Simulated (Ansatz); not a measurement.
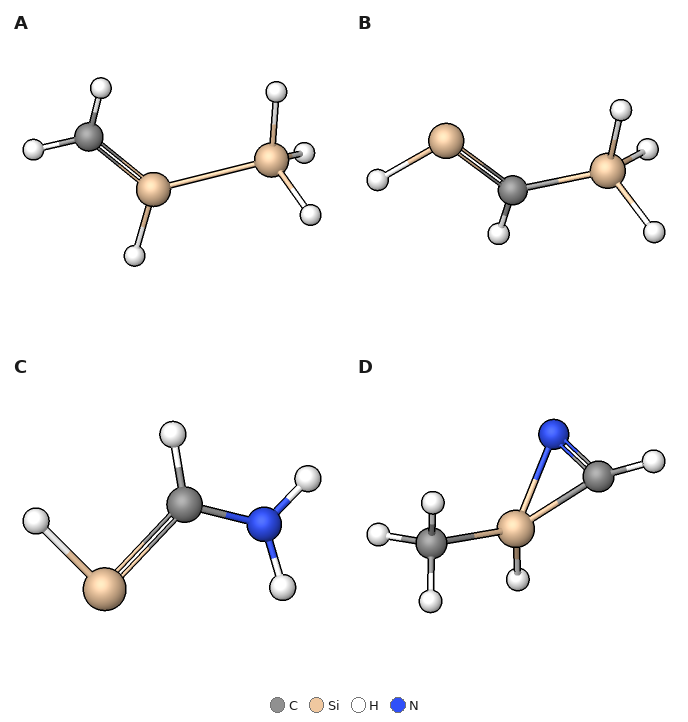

```sh
ansatz run in.yaml --threads 2 --pin off --events-out ev --progress --plain --max-ram 4352MiB
```

```yaml
crystal:
  periodic: [false, false, false]
  atoms:
    - {symbol: Si, position_ang: [-1.540451, 1.220613, -0.669340]}
    - {symbol: C, position_ang: [-0.206334, 0.052298, -0.659576]}
    - {symbol: Si, position_ang: [0.644423, -0.395025, 0.872116]}
    - {symbol: H, position_ang: [-1.861686, 1.204166, -2.195882]}
    - {symbol: H, position_ang: [0.143229, -0.432590, -1.573316]}
    - {symbol: H, position_ang: [0.086578, 0.328791, 2.059854]}
    - {symbol: H, position_ang: [2.131888, -0.119509, 0.912181]}
    - {symbol: H, position_ang: [0.602342, -1.858763, 1.253953]}
basis:
  gaussian: {orbitals: "def2-TZVPPD.json"}
total_charge: -1
correlation: {method: ccsd_t}
```

Which panel shows the molecule in this file?

B. The file holds CH5Si2(-), `[H]/[Si-]=C/[SiH3]`.
